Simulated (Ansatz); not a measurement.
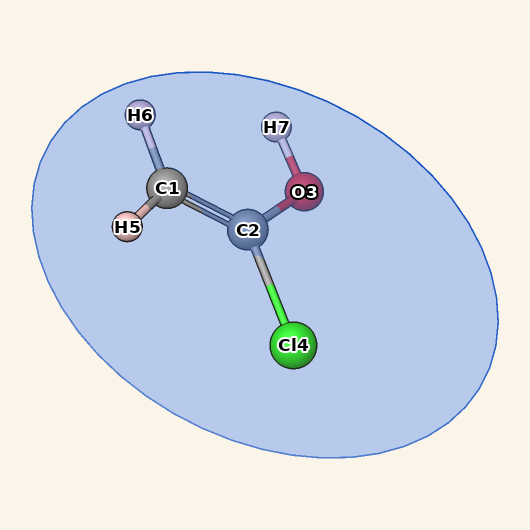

A disc through the centre of mass is drawn in. Distant atoms are faded towards the background colour. The geometry was computed by an optimisation with PBE-D4/def2-SVP. No frequency run is at hand to confirm it as a minimum.

> Is the plane of the disc a mirror plane of the structure?

No. The point group is Cs, with 1 mirror plane, and this plane isn't one of its mirror planes.
